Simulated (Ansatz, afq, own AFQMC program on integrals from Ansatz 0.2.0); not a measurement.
# BSiH₄ (doublet): AFQMC on the coupled-cluster ladder at twist about Si1–B2 = 43.5°, 6-31G, part 2 of 2

Ansatz 0.2.0, Gaussian basis, and an in-house AFQMC program (afq) on its integrals; all values are calculated; 6-31G, frozen cores. Earlier steps stand in the parts before.

**9. CCSDT(Q) on UHF**

The input, in.yaml:

```yaml
crystal:
  periodic: [false, false, false]
  atoms:
    - {symbol: Si, position_ang: [0.000000, 0.000000, 0.562441]}
    - {symbol: B, position_ang: [0.000000, 0.000000, -1.359948]}
    - {symbol: H, position_ang: [0.000000, 1.218724, 1.409347]}
    - {symbol: H, position_ang: [0.000000, -1.218724, 1.409347]}
    - {symbol: H, position_ang: [0.713848, 0.752239, -1.952056]}
    - {symbol: H, position_ang: [-0.713848, -0.752239, -1.952056]}
basis:
  gaussian: {orbitals: 6-31G}
magnetization: {spin_polarized: true, initial_magnetization: 1}
correlation: {method: ccsdt_q, electrons: outside_noble_gas}
```

Launch:

```sh
$ ansatz run in.yaml --threads 1 --pin off --events-out ev --progress --plain --max-ram 1382MiB
```

Output (excerpt; [...] marks lines left out):

```text
Functional definition: HF
  name "HF"
  cite "Fock, Z. Phys. 61, 126 (1930) doi:10.1007/BF01340294"
  parent pbe
[...]
678 factors; integrals over basis functions are off by at most 1.2e-7 eV
[...]
mean field -8593.45418583 eV, -315.8036164766 hartree, gradient 1.4e-6 eV, S^2 0.761861; 2 other end points of the search recorded, 0 dependent functions left out
determinant -8593.45418583 eV, -315.8036164766 hartree, with singles and doubles -8596.96452023 eV, -315.9326188864 hartree
determinant -8590.24578552 eV, -315.6857099403 hartree, with singles and doubles -8594.04348742 eV, -315.8252729108 hartree
6 core orbitals not correlated: weight in the atoms' cores, before any rotation towards them, 1.000 or more for the frozen orbitals, at most 0.000 for the correlated occupied ones
reference -8593.45418583 eV, -315.8036164766 hartree; 6, 5 occupied and 18, 19 virtual orbitals, 678 factors
second order -2.66498959 eV of doubles, -0.00000000 eV of singles
cycle   1  -3.22608504 eV  change   -5.6e-1 eV  update   6.9e-2
[...]
cycle  16  -3.59955035 eV  change    1.3e-6 eV  update   8.0e-7
perturbative correction -0.00195433 eV, -0.0000718202 hartree
Total energy: -8597.05569050 eV, -315.9359693323 hartree
```

Wall time 21 s (1 thread of AMD EPYC (Zen 3), shared host).

From the report: ⟨S²⟩ of the determinant 0.762 (pure doublet: 0.75); correlation -3.6015 eV; T1 0.022; largest double amplitude 0.04.

**10. Phaseless AFQMC, CISD trial on UHF**

It reads the integrals that the CCSD(T) run on this determinant wrote.

Launch:

```sh
$ afq ham --method phaseless --trial cisd --walkers 80 --populations 1 --least-time 40 --time-step 0.005 --steps-per-block 50 --equilibration-blocks 28 --max-blocks 300 --target-error 0.0004 --factor-cut 1e-05 --start spin_pure --seed 870 --release-times 0.24,0.51,0.99,1.62,2.4 --release-step 0.03 --release-every 4 --taylor-order 6
```

Output:

```text
orbitals 24  electrons 6 5  factors 174 of 394
reference energy -315.80361319 Eh
CCSD correlation -0.12899532 Eh in 12 cycles, weight of the determinant in the CISD state 0.9068
energy of the start -315.932425 Eh
 block  time / (1/Eh)  mean weight  energy / Eh
     1     0.250  0.9998  -315.931121
     2     0.500  0.9999  -315.931438
     3     0.750  0.9999  -315.932548
     4     1.000  1.0000  -315.933828
     5     1.250  1.0004  -315.933932
     6     1.500  0.9995  -315.933737
     7     1.750  1.0009  -315.935880
     8     2.000  1.0000  -315.936710
     9     2.250  1.0013  -315.935183
    10     2.500  1.0000  -315.936549
    13     3.250  1.0005  -315.937294
    17     4.250  1.0010  -315.934272
    21     5.250  0.9999  -315.935132
    25     6.250  0.9984  -315.938342
    29     7.250  1.0010  -315.934587
    33     8.250  1.0006  -315.934155
    37     9.250  0.9996  -315.937672
    41    10.250  1.0005  -315.937333
    45    11.250  1.0000  -315.933388
    49    12.250  0.9984  -315.935830
    53    13.250  1.0006  -315.937202
    57    14.250  1.0011  -315.936745
    61    15.250  0.9994  -315.934710
    65    16.250  1.0004  -315.934259
    69    17.250  0.9990  -315.936917
    73    18.250  1.0007  -315.936760
    77    19.250  0.9997  -315.933549
    81    20.250  0.9998  -315.935781
    85    21.250  0.9996  -315.935970
    89    22.250  0.9991  -315.938520
    93    23.250  1.0014  -315.935421
    97    24.250  0.9989  -315.934577
   101    25.250  1.0003  -315.933517
   105    26.250  0.9992  -315.934993
   109    27.250  0.9992  -315.935816
   113    28.250  1.0012  -315.935292
   117    29.250  0.9998  -315.934667
   121    30.250  1.0003  -315.936140
   125    31.250  1.0001  -315.934130
   129    32.250  1.0006  -315.933389
   133    33.250  0.9995  -315.937517
   137    34.250  1.0000  -315.937726
   141    35.250  1.0008  -315.937521
   145    36.250  0.9997  -315.936874
   149    37.250  0.9994  -315.936015
   153    38.250  1.0006  -315.935388
   157    39.250  1.0006  -315.934105
   161    40.250  1.0007  -315.938065
   165    41.250  0.9997  -315.941588
   169    42.250  1.0008  -315.934321
   173    43.250  1.0006  -315.934888
   177    44.250  0.9991  -315.934002
   181    45.250  0.9990  -315.934850
   185    46.250  0.9999  -315.934661
blocks merged  error / Eh  count
     1  0.000133  160
     2  0.000164  80
     4  0.000204  40
     8  0.000242  20
    16  0.000156  10
released: time / (1/Eh)  energy / Eh  error  mean overlap
  0.24  -315.936098  0.000186  0.9954
  0.51  -315.936181  0.000182  0.9919
  0.99  -315.936005  0.000215  0.9929
  1.62  -315.936093  0.000207  0.9942
  2.40  -315.936204  0.000235  0.9994
energy -315.935981 +/- 0.000242 Eh
```

Wall time 5.9 min (1 thread of AMD EPYC (Zen 3), shared host).

Energy -8597.0560 ± 0.0066 eV. Caveats: constraint bias not in the error.

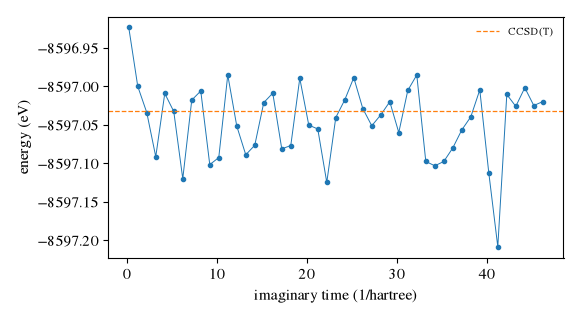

Block energies along the walk.

**11. Phaseless AFQMC, single-determinant trial on UHF**

It reads the integrals that the CCSD(T) run on this determinant wrote.

Launch:

```sh
$ afq ham --method phaseless --trial hf --walkers 160 --populations 1 --least-time 40 --time-step 0.005 --steps-per-block 20 --equilibration-blocks 112 --max-blocks 600 --target-error 0.0012000000000000001 --factor-cut 1e-05 --start spin_pure --seed 2606 --taylor-order 6
```

Output:

```text
orbitals 24  electrons 6 5  factors 174 of 394
reference energy -315.80361319 Eh
CCSD correlation -0.12899532 Eh in 12 cycles, weight of the determinant in the CISD state 0.9068
energy of the start -315.803857 Eh
 block  time / (1/Eh)  mean weight  energy / Eh
     1     0.100  1.0009  -315.823364
     2     0.200  1.0011  -315.839553
     3     0.300  1.0001  -315.851284
     4     0.400  1.0002  -315.863409
     5     0.500  1.0006  -315.870769
     6     0.600  0.9998  -315.879222
     7     0.700  1.0000  -315.884877
     8     0.800  1.0010  -315.888830
     9     0.900  1.0005  -315.898238
    10     1.000  0.9989  -315.904857
    14     1.400  0.9989  -315.918919
    27     2.700  1.0006  -315.932731
    40     4.000  1.0010  -315.928967
    53     5.300  1.0000  -315.933714
    66     6.600  0.9991  -315.933666
    79     7.900  0.9996  -315.934875
    92     9.200  0.9998  -315.937592
   105    10.500  0.9996  -315.925585
   118    11.800  1.0001  -315.930497
   131    13.100  0.9994  -315.929435
   144    14.400  1.0009  -315.934202
   157    15.700  0.9996  -315.933793
   170    17.000  0.9995  -315.923085
   183    18.300  1.0010  -315.929477
   196    19.600  1.0003  -315.924090
   209    20.900  0.9989  -315.939159
   222    22.200  0.9990  -315.937092
   235    23.500  0.9991  -315.944807
   248    24.800  0.9999  -315.918446
   261    26.100  1.0000  -315.913008
   274    27.400  0.9988  -315.929440
   287    28.700  1.0003  -315.940245
   300    30.000  0.9998  -315.930418
   313    31.300  1.0005  -315.940516
   326    32.600  1.0002  -315.931795
   339    33.900  1.0001  -315.936482
   352    35.200  0.9998  -315.938460
   365    36.500  0.9993  -315.928891
   378    37.800  0.9999  -315.928475
   391    39.100  1.0005  -315.933649
   404    40.400  1.0008  -315.943922
   417    41.700  1.0005  -315.940425
   430    43.000  0.9997  -315.936673
   443    44.300  0.9991  -315.948743
   456    45.600  0.9998  -315.932795
   469    46.900  0.9998  -315.943046
   482    48.200  1.0006  -315.930801
   495    49.500  0.9997  -315.935575
   508    50.800  1.0002  -315.930810
   521    52.100  1.0000  -315.942523
   534    53.400  1.0002  -315.928743
blocks merged  error / Eh  count
     1  0.000424  430
     2  0.000576  215
     4  0.000768  107
     8  0.001001  53
    16  0.001190  26
    32  0.001291  13
energy -315.934907 +/- 0.001190 Eh
```

Run time: 5.4 min. Hardware: 1 thread of AMD EPYC (Zen 3), shared host.

Energy -8597.0268 ± 0.0324 eV. The run doesn't count as converged. Caveats: constraint bias not in the error; halves of the run differ.

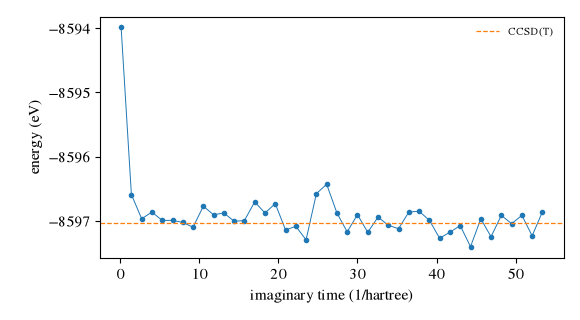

Block energies along the walk.

**12. Free-projection AFQMC, CISD trial on UHF**

It reads the integrals that the CCSD(T) run on this determinant wrote.

Launch:

```sh
$ afq ham --method free --trial cisd --walkers 80 --time-step 0.03 --max-blocks 80 --target-error 0.0004 --factor-cut 1e-05 --seed 2491 --times 0,0.21,0.42,0.81,1.2,1.8,2.4,3 --taylor-order 8
```

Output:

```text
orbitals 24  electrons 6 5  factors 174 of 394
reference energy -315.80361319 Eh
CCSD correlation -0.12899532 Eh in 12 cycles, weight of the determinant in the CISD state 0.9068
repeat  energy at the last time / Eh  error
    10  -315.935165  0.000256
    20  -315.935856  0.000316
    30  -315.935727  0.000246
time / (1/Eh)  energy / Eh  error  mean overlap
  0.00  -315.932737  0.000119  1.1038
  0.21  -315.933916  0.000149  1.1040
  0.42  -315.934656  0.000155  1.0997
  0.81  -315.935270  0.000162  1.0956
  1.20  -315.935591  0.000177  1.0852
  1.80  -315.935636  0.000176  1.0898
  2.40  -315.935692  0.000175  1.0998
  3.00  -315.935705  0.000238  1.1007
energy -315.935705 +/- 0.000238 Eh
```

It took 2.4 min on 1 thread of AMD EPYC (Zen 3), shared host.

Energy -8597.0485 ± 0.0065 eV. Caveats: remainder of the start not in the error.

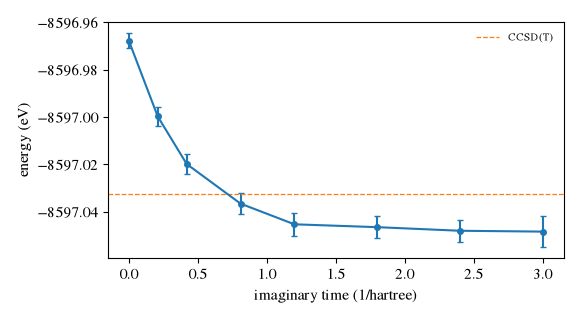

Energy against projection time, with error bars.

**13. Free-projection AFQMC, first-order trial on UHF (settings varied)**

It reads the integrals that the CCSD(T) run on this determinant wrote.

Launch:

```sh
$ afq ham --method free --trial mp1 --walkers 200 --time-step 0.08 --max-blocks 30 --target-error 0.0008 --factor-cut 1e-05 --seed 4848 --times 0.0,0.16,0.4,0.8,1.2 --taylor-order 10
```

Output:

```text
orbitals 24  electrons 6 5  factors 174 of 394
reference energy -315.80361319 Eh
CCSD correlation -0.12899532 Eh in 12 cycles, weight of the determinant in the CISD state 0.9068
repeat  energy at the last time / Eh  error
    10  -315.935562  0.000214
    20  -315.935457  0.000230
    30  -315.935200  0.000233
time / (1/Eh)  energy / Eh  error  mean overlap
  0.00  -315.932530  0.000183  1.0656
  0.16  -315.933368  0.000189  1.0655
  0.40  -315.934130  0.000196  1.0681
  0.80  -315.935053  0.000207  1.0638
  1.20  -315.935200  0.000233  1.0690
energy -315.935200 +/- 0.000233 Eh
```

Run time: 2.9 min. Hardware: 1 thread of AMD EPYC (Zen 3), shared host.

Energy -8597.0348 ± 0.0063 eV. Caveats: remainder of the start not in the error.

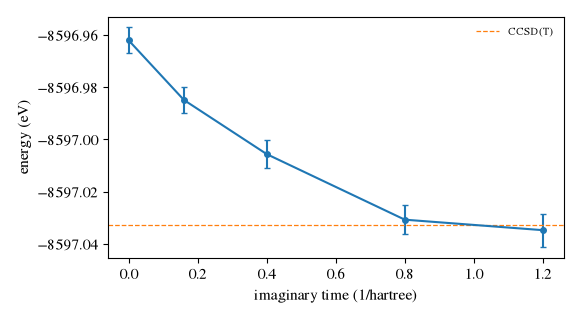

Energy against projection time, with error bars.

**14. All levels side by side**

On the UHF determinant, counted from CCSDT(Q) (a yardstick, not exact):

| level | energy (eV) | from CCSDT(Q) (kJ/mol) | statistical error (kJ/mol) | time |
| --- | --- | --- | --- | --- |
| HF | -8593.4541 | +347.5 |  |  |
| MP2 | -8596.1191 | +90.4 |  |  |
| CCSD | -8596.9642 | +8.8 |  |  |
| CCSD(T) | -8597.0328 | +2.2 |  |  |
| CCSDT(Q) | -8597.0557 | 0.0 |  |  |
| Phaseless AFQMC, CISD trial, step 0.005, 80 walkers | -8597.0560 | 0.0 | 0.6 | 5.9 min |
| Free-projection AFQMC, CISD trial, step 0.03, 80 walkers | -8597.0485 | +0.7 | 0.6 | 2.4 min |
| Free-projection AFQMC, first-order trial, step 0.08, 200 walkers | -8597.0348 | +2.0 | 0.6 | 2.9 min |

The functionals' totals stand on their own zeros and serve differences with other points: PBE -8609.921 eV; r2SCAN -8614.078 eV; PBE0 -8610.924 eV; B3LYP -8616.186 eV; wB97M-V -8613.913 eV; B2PLYP -8609.921 eV.

**15. Outcome**

This closing draws on all 2 parts.

| quantity | value |
| --- | --- |
| CCSD(T) on UHF from CCSDT(Q) | +2.2 kJ/mol |
| Phaseless AFQMC, CISD trial on UHF from CCSDT(Q) | 0.0 ± 0.6 kJ/mol |
| Free-projection AFQMC, CISD trial on UHF from CCSDT(Q) | +0.7 ± 0.6 kJ/mol |

On UHF the phaseless walk with the CISD trial lies 0.0 kJ/mol from CCSDT(Q), within three error bars. Free projection has no constraint; at the last time it gives +0.7 ± 0.6 kJ/mol, and from a start that isn't spin pure other spins can mix in. Error bars are statistical and leave out the constraint, the time step and what remains of the start.
